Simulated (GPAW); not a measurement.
**Run report: InNH4O, calculation of the molecule and its ions (part 2 of 3)**

Continued. System: InNH4O, SMILES [NH2][InH][OH]. Method: PBE/dzp, scalar-relativistic datasets (GPAW 26.7.0). The geometry comes from this level: GFN2-xTB.

Geometry of the input (Å):
```
N  -1.0821  0.5851  -1.0206
In 0.2812  0.3473  0.4755
O  1.2593  -1.3091  0.1829
H  -1.1882  -0.3433  -1.4242
H  -2.0025  0.8833  -0.7118
H  0.7309  1.3733  1.7583
H  2.0013  -1.5366  0.7398
```

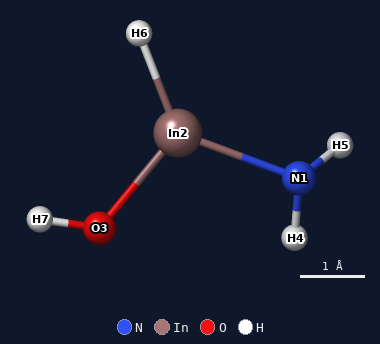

*The structure (ball-and-stick view, seen on its broad side; atoms are numbered from 1 in the order of the input). Sticks mark near contacts.*

**Log, continued**
```
SCF iterations
|iter     |     time |      energy | eigst |  dens |
|---------|----------|-------------|-------|-------|
|iter:   1| 00:00:03 |  -32.305203 |      c|       |
|iter:   2| 00:00:03 |  -31.389360 |      c| -0.81 |
|iter:   3| 00:00:04 |  -28.750263 |      c| -0.86 |
|iter:   4| 00:00:04 |  -28.688382 |      c| -1.42 |
|iter:   5| 00:00:05 |  -28.669626 |      c| -1.70 |
|iter:   6| 00:00:05 |  -28.668477 |      c| -2.36 |
|iter:   7| 00:00:05 |  -28.668226c|      c| -2.83 |
|iter:   8| 00:00:06 |  -28.668218c|      c| -3.18 |
|iter:   9| 00:00:06 |  -28.668215c|      c| -3.79 |
|iter:  10| 00:00:07 |  -28.668214c|      c| -4.55c|

Converged in 10 steps
SCF loop duration: 3.613 s (0.361 s/step)
Energy contributions relative to reference atoms: (reference = -163547.954114)

Energy contributions:
  Kinetic:          40.770859
  Coulomb:         -39.994120
  Zero:              1.116255
  External:          0.000000
  Xc:              -30.561209
  Entropy:           0.000000
  Spinorbit:         0.000000
  ----------------------------
  Free energy:     -28.668214
  Extrapolated:    -28.668214

dipole moment: (-0.105578, 0.054200, 0.274732)  # |e|*Ang

Fermi level: -3.560
Eigenvalues  # (at kpt = [0.000, 0.000, 0.000])
| band index |      eig [eV] | occ [0-2] |
|------------|---------------|-----------|
|          0 |       -23.592 |     2.000 |
|        ... |               |           |
|          6 |       -18.228 |     2.000 |
|          7 |       -11.520 |     2.000 |
|          8 |       -11.037 |     2.000 |
|          9 |        -9.374 |     2.000 |
|         10 |        -7.962 |     2.000 |
|         11 |        -6.570 |     2.000 |
|         12 |        -6.499 |     2.000 |
|         13 |        -5.787 |     2.000 |
|         14 |        -1.332 |     0.000 |
|         15 |        -0.868 |     0.000 |
|         16 |         0.393 |     0.000 |
|         17 |         2.194 |     0.000 |
|         18 |         2.989 |     0.000 |
|         19 |         3.611 |     0.000 |
|         20 |         4.323 |     0.000 |

Gap: 4.455 eV
Transition (v -> c):
  (s=0, k=0, n=13, [0.00, 0.00, 0.00]) -> (s=0, k=0, n=14, [0.00, 0.00, 0.00])
No difference between direct/indirect transitions
vacuum-level: 0.000  # V
neutral       -28.66821 eV
  __  _  _
 | _ |_)|_||  |
 |__||  | ||/\| - 26.7.0

units:  Angstrom and eV
cores:  1
OpenMP: False

Versions:
  Python: 3.12.14
  ASE:    3.29.0
  Numpy:  2.5.5
  Scipy:  1.18.1
  Libxc:  7.0.0

        _gpaw.cpython-312-aarch64-linux-gnu.so

Input parameters:
  mode=LCAO(),
  basis={'default': 'dzp'},
  charge=1,
  h=0.22,
  maxiter=100,
  occupations=Occupations(name='fermi-dirac', width=0.0, fixmagmom=True),
  symmetry=Symmetry(point_group=False, time_reversal=False),
  xc=XC(name='PBE')

timing:  # [seconds]
  Total: 6.720  # ━━━━━━━━━━━━━━━━━━━━━━━━━━━━━━━━━━━━━━━━━━━━━━━━━━━━━━━━━━━
  Init:  3.052  # ━━━━━━━━━━━━━━━━━━━━━━━━━━━
  SCF:   3.613  # ━━━━━━━━━━━━━━━━━━━━━━━━━━━━━━━╸

Max RSS: 512.520  # MiB
        .-------------------------------.
       /|                               |
      / |                               |
     /  |                               |
    /   |                               |
   /    |                               |
  /     |                               |
 *      |                               |
 |      |              H                |
 |      |                               |
 |      |            In                 |
 |      |                H              |
 |      |       H N    O                |
 |      |        H                      |
 |      |                               |
 |      .-------------------------------.
 |     /                               /
 |    /                               /
 |   /                               /
 |  /                               /
 | /                               /
 |/                               /
 *-------------------------------*

Atoms  # Å, Bohr magnetons
|   | symbol |        x |        y |        z |    initial magnetic moments |
|---|--------|----------|----------|----------|-----------------------------|
| 0 |      N | 5.420390 | 6.621700 | 4.903570 | ( 0.0000,  0.0000,  0.1429) |
| 1 |     In | 6.783680 | 6.383940 | 6.399610 | ( 0.0000,  0.0000,  0.1429) |
| 2 |      O | 7.761750 | 4.727550 | 6.107090 | ( 0.0000,  0.0000,  0.1429) |
| 3 |      H | 5.314290 | 5.693280 | 4.500000 | ( 0.0000,  0.0000,  0.1429) |
| 4 |      H | 4.500000 | 6.919970 | 5.212350 | ( 0.0000,  0.0000,  0.1429) |
| 5 |      H | 7.233390 | 7.409910 | 7.682440 | ( 0.0000,  0.0000,  0.1429) |
| 6 |      H | 8.503720 | 4.500000 | 6.663990 | ( 0.0000,  0.0000,  0.1429) |

Unit cell  # Å
| periodic |         x |         y |         z |   lengths |    angles |
|----------|-----------|-----------|-----------|-----------|-----------|
|       no | 13.003720 |  0.000000 |  0.000000 | 13.003720 | 90.000000 |
|       no |  0.000000 | 11.909910 |  0.000000 | 11.909910 | 90.000000 |
|       no |  0.000000 |  0.000000 | 12.182440 | 12.182440 | 90.000000 |

Number of symmetries: 1
Symmetry operations  # r_c * U_cc + t_c -> r_c
|   | kind |            matrix            |
|---|------|------------------------------|
| 0 |  E   |  1, 0, 0,  0, 1, 0,  0, 0, 1 |

BZ-sampling:
  Number of BZ points: 1
  Number of IBZ points: 1

  Monkhorst-Pack size: [1, 1, 1]
  Monkhorst-Pack shift: [0, 0, 0]

K-points  # in reciprocal-cell coordinates
|   |                                coordinates |     weight |
|---|--------------------------------------------|------------|
| 0 | (  0.00000000,   0.00000000,   0.00000000) | 1.00000000 |

basis functions: 69
Spin-components: 2 (collinear spins)
Bands:           21
Projectors:      28
Spin-degeneracy: 1
Datatype:        <class 'float'>

  Storage: CPU
  Wave functions: 23_184 bytes (23_184 per core)

Parallelization:
  kpt:    1
  domain: 1
  band:   1

Density:
  Valence electrons: 28.0
  Components: 2
  Grid points: [60 56 56]
  Charge: 1.0  # |e|

Potential:
  Grid points: [60 56 56]

species:
  N:
    name:    Nitrogen
    Z:       7.0
    valence: 5
    core:    2
    charge:  0.0  # [|e|]
    file:    N.PBE.gz
    compensation charges:
      type: gauss
      rc: 0.18  # [Å]
      lmax: 2
    cutoffs:
      filter: 1.11  # [Å]
      core: 0.96  # [Å]
    projectors
    | kind |    occ | energy [eV] | rcut [Å] |
    |------|--------|-------------|----------|
    |   2s |  2.000 |     -18.583 |    0.603 |
    |   2p |  3.000 |      -7.089 |    0.529 |
    |    s |        |       8.629 |    0.603 |
    |    p |        |      20.123 |    0.529 |
    |    d |        |       0.000 |    0.577 |

    LCAO basis set for N:
      Name: dzp
      File: N.dzp.basis.gz
      Number of radial functions: 5
      Number of spherical harmonics: 13
        l=0, rc=4.8594 Bohr: 2s-sz confined orbital
        l=1, rc=6.0625 Bohr: 2p-sz confined orbital
        l=0, rc=2.6094 Bohr: 2s-dz split-valence wave
        l=1, rc=3.2656 Bohr: 2p-dz split-valence wave
        l=2, rc=6.0625 Bohr: d-type Gaussian polarization
      Number of RI-basis functions 0

  In:
    name:    Indium
    Z:       49.0
    valence: 13
    core:    36
    charge:  0.0  # [|e|]
    file:    In.PBE.gz
    compensation charges:
      type: gauss
      rc: 0.36  # [Å]
      lmax: 2
    cutoffs:
      filter: 2.09  # [Å]
      core: 2.48  # [Å]
    projectors
    | kind |    occ | energy [eV] | rcut [Å] |
    |------|--------|-------------|----------|
    |   5s |  2.000 |      -8.203 |    1.185 |
    |   5p |  1.000 |      -2.521 |    1.244 |
    |   4d | 10.000 |     -18.629 |    1.148 |
    |    s |        |      19.008 |    1.185 |
    |    p |        |      24.691 |    1.244 |
    |    d |        |       8.583 |    1.148 |

    LCAO basis set for In:
      Name: dzp
      File: In.dzp.basis.gz
      Number of radial functions: 7
      Number of spherical harmonics: 23
        l=0, rc=7.7188 Bohr: 5s-sz confined orbital
        l=1, rc=10.7500 Bohr: 5p-sz confined orbital
        l=2, rc=4.4219 Bohr: 4d-sz confined orbital
        l=0, rc=4.5312 Bohr: 5s-dz split-valence wave
        l=1, rc=6.4688 Bohr: 5p-dz split-valence wave
        l=2, rc=2.7344 Bohr: 4d-dz split-valence wave
        l=2, rc=10.7500 Bohr: d-type Gaussian polarization
      Number of RI-basis functions 0

  O:
    name:    Oxygen
    Z:       8.0
    valence: 6
    core:    2
    charge:  0.0  # [|e|]
    file:    O.PBE.gz
    compensation charges:
      type: gauss
      rc: 0.21  # [Å]
      lmax: 2
    cutoffs:
      filter: 1.17  # [Å]
      core: 0.83  # [Å]
    projectors
    | kind |    occ | energy [eV] | rcut [Å] |
    |------|--------|-------------|----------|
    |   2s |  2.000 |     -23.961 |    0.688 |
    |   2p |  4.000 |      -9.029 |    0.598 |
    |    s |        |       3.251 |    0.688 |
    |    p |        |      18.182 |    0.598 |
    |    d |        |       0.000 |    0.619 |

    LCAO basis set for O:
      Name: dzp
      File: O.dzp.basis.gz
      Number of radial functions: 5
      Number of spherical harmonics: 13
        l=0, rc=4.3438 Bohr: 2s-sz confined orbital
        l=1, rc=5.3906 Bohr: 2p-sz confined orbital
        l=0, rc=2.2969 Bohr: 2s-dz split-valence wave
        l=1, rc=2.8906 Bohr: 2p-dz split-valence wave
        l=2, rc=5.3906 Bohr: d-type Gaussian polarization
      Number of RI-basis functions 0

  H:
    name:    Hydrogen
    Z:       1.0
    valence: 1
    core:    0
    charge:  0.0  # [|e|]
    file:    H.PBE.gz
    compensation charges:
      type: gauss
      rc: 0.15  # [Å]
      lmax: 2
    cutoffs:
      filter: 0.85  # [Å]
      core: 0.53  # [Å]
    projectors
    | kind |    occ | energy [eV] | rcut [Å] |
    |------|--------|-------------|----------|
    |   1s |  1.000 |      -6.494 |    0.476 |
    |    s |        |      20.717 |    0.476 |
    |    p |        |       0.000 |    0.476 |

    LCAO basis set for H:
      Name: dzp
      File: H.dzp.basis.gz
      Number of radial functions: 3
      Number of spherical harmonics: 5
        l=0, rc=6.4219 Bohr: 1s-sz confined orbital
        l=0, rc=3.6094 Bohr: 1s-dz split-valence wave
        l=1, rc=6.4219 Bohr: p-type Gaussian polarization
      Number of RI-basis functions 0

Reference energy: -163547.954114  # eV

eigensolver:
  <gpaw.new.lcao.eigensolver.LCAOEigensolver object at 0xe1d084ae1610>
density mixing:
  MSR1-Mixer
  Pratt-step length: 0.05
  Maximum mixing coefficient: 0.75
  Old densities: 10
  SVD Regularization: 0.005
  Good broyden scale: 1.0
  Trust region scale: 1.0
  Backstep threshold: 4.0
  History deletion threshold: 6.0
  Fourier metric: weight=20.0, sigma=0.015

occupation numbers:
  Fixed magnetic moment: 1.000
  # Zero width

FastPoissonSolver using
    Stencil: 6*3+1=19 point O(h^6) finite-difference Laplacian
    FFT axes: []
    FST axes: [np.int64(1), np.int64(2), np.int64(0)]

xc functional:
  name: PBE with 2 nearest neighbor stencil
interpolation: tri-quintic # 5. degree polynomial

        .-------------------------------.
       /|                               |
      / |                               |
     /  |                               |
    /   |                               |
   /    |                               |
  /     |                               |
 *      |                               |
 |      |              H                |
 |      |                               |
 |      |            In                 |
 |      |                H              |
 |      |       H N    O                |
 |      |        H                      |
 |      |                               |
 |      .-------------------------------.
 |     /                               /
 |    /                               /
 |   /                               /
 |  /                               /
 | /                               /
 |/                               /
 *-------------------------------*

Atoms  # Å, Bohr magnetons
|   | symbol |        x |        y |        z |    initial magnetic moments |
|---|--------|----------|----------|----------|-----------------------------|
| 0 |      N | 5.420390 | 6.621700 | 4.903570 | ( 0.0000,  0.0000,  0.1429) |
| 1 |     In | 6.783680 | 6.383940 | 6.399610 | ( 0.0000,  0.0000,  0.1429) |
| 2 |      O | 7.761750 | 4.727550 | 6.107090 | ( 0.0000,  0.0000,  0.1429) |
| 3 |      H | 5.314290 | 5.693280 | 4.500000 | ( 0.0000,  0.0000,  0.1429) |
| 4 |      H | 4.500000 | 6.919970 | 5.212350 | ( 0.0000,  0.0000,  0.1429) |
| 5 |      H | 7.233390 | 7.409910 | 7.682440 | ( 0.0000,  0.0000,  0.1429) |
| 6 |      H | 8.503720 | 4.500000 | 6.663990 | ( 0.0000,  0.0000,  0.1429) |

Unit cell  # Å
| periodic |         x |         y |         z |   lengths |    angles |
|----------|-----------|-----------|-----------|-----------|-----------|
|       no | 13.003720 |  0.000000 |  0.000000 | 13.003720 | 90.000000 |
|       no |  0.000000 | 11.909910 |  0.000000 | 11.909910 | 90.000000 |
|       no |  0.000000 |  0.000000 | 12.182440 | 12.182440 | 90.000000 |

Number of symmetries: 1
Symmetry operations  # r_c * U_cc + t_c -> r_c
|   | kind |            matrix            |
|---|------|------------------------------|
| 0 |  E   |  1, 0, 0,  0, 1, 0,  0, 0, 1 |

BZ-sampling:
  Number of BZ points: 1
  Number of IBZ points: 1

  Monkhorst-Pack size: [1, 1, 1]
  Monkhorst-Pack shift: [0, 0, 0]

K-points  # in reciprocal-cell coordinates
|   |                                coordinates |     weight |
|---|--------------------------------------------|------------|
| 0 | (  0.00000000,   0.00000000,   0.00000000) | 1.00000000 |

basis functions: 69
Spin-components: 2 (collinear spins)
Bands:           21
Projectors:      28
Spin-degeneracy: 1
Datatype:        <class 'float'>

  Storage: CPU
  Wave functions: 23_184 bytes (23_184 per core)

Parallelization:
  kpt:    1
  domain: 1
  band:   1

Density:
  Valence electrons: 28.0
  Components: 2
  Grid points: [60 56 56]
  Charge: 1.0  # |e|

Potential:
  Grid points: [60 56 56]

species:
  N:
    name:    Nitrogen
    Z:       7.0
    valence: 5
    core:    2
    charge:  0.0  # [|e|]
    file:    N.PBE.gz
    compensation charges:
      type: gauss
      rc: 0.18  # [Å]
      lmax: 2
    cutoffs:
      filter: 1.11  # [Å]
      core: 0.96  # [Å]
    projectors
    | kind |    occ | energy [eV] | rcut [Å] |
    |------|--------|-------------|----------|
    |   2s |  2.000 |     -18.583 |    0.603 |
    |   2p |  3.000 |      -7.089 |    0.529 |
    |    s |        |       8.629 |    0.603 |
    |    p |        |      20.123 |    0.529 |
    |    d |        |       0.000 |    0.577 |

    LCAO basis set for N:
      Name: dzp
      File: N.dzp.basis.gz
      Number of radial functions: 5
      Number of spherical harmonics: 13
        l=0, rc=4.8594 Bohr: 2s-sz confined orbital
        l=1, rc=6.0625 Bohr: 2p-sz confined orbital
        l=0, rc=2.6094 Bohr: 2s-dz split-valence wave
        l=1, rc=3.2656 Bohr: 2p-dz split-valence wave
        l=2, rc=6.0625 Bohr: d-type Gaussian polarization
      Number of RI-basis functions 0

  In:
    name:    Indium
    Z:       49.0
    valence: 13
    core:    36
    charge:  0.0  # [|e|]
    file:    In.PBE.gz
    compensation charges:
      type: gauss
      rc: 0.36  # [Å]
      lmax: 2
    cutoffs:
      filter: 2.09  # [Å]
      core: 2.48  # [Å]
    projectors
    | kind |    occ | energy [eV] | rcut [Å] |
    |------|--------|-------------|----------|
    |   5s |  2.000 |      -8.203 |    1.185 |
    |   5p |  1.000 |      -2.521 |    1.244 |
    |   4d | 10.000 |     -18.629 |    1.148 |
    |    s |        |      19.008 |    1.185 |
    |    p |        |      24.691 |    1.244 |
    |    d |        |       8.583 |    1.148 |

    LCAO basis set for In:
      Name: dzp
      File: In.dzp.basis.gz
      Number of radial functions: 7
      Number of spherical harmonics: 23
        l=0, rc=7.7188 Bohr: 5s-sz confined orbital
        l=1, rc=10.7500 Bohr: 5p-sz confined orbital
        l=2, rc=4.4219 Bohr: 4d-sz confined orbital
        l=0, rc=4.5312 Bohr: 5s-dz split-valence wave
        l=1, rc=6.4688 Bohr: 5p-dz split-valence wave
        l=2, rc=2.7344 Bohr: 4d-dz split-valence wave
        l=2, rc=10.7500 Bohr: d-type Gaussian polarization
      Number of RI-basis functions 0

  O:
    name:    Oxygen
    Z:       8.0
    valence: 6
    core:    2
    charge:  0.0  # [|e|]
    file:    O.PBE.gz
    compensation charges:
      type: gauss
      rc: 0.21  # [Å]
      lmax: 2
    cutoffs:
      filter: 1.17  # [Å]
      core: 0.83  # [Å]
    projectors
    | kind |    occ | energy [eV] | rcut [Å] |
    |------|--------|-------------|----------|
    |   2s |  2.000 |     -23.961 |    0.688 |
    |   2p |  4.000 |      -9.029 |    0.598 |
    |    s |        |       3.251 |    0.688 |
    |    p |        |      18.182 |    0.598 |
    |    d |        |       0.000 |    0.619 |

    LCAO basis set for O:
      Name: dzp
      File: O.dzp.basis.gz
      Number of radial functions: 5
      Number of spherical harmonics: 13
        l=0, rc=4.3438 Bohr: 2s-sz confined orbital
        l=1, rc=5.3906 Bohr: 2p-sz confined orbital
        l=0, rc=2.2969 Bohr: 2s-dz split-valence wave
        l=1, rc=2.8906 Bohr: 2p-dz split-valence wave
        l=2, rc=5.3906 Bohr: d-type Gaussian polarization
      Number of RI-basis functions 0
```
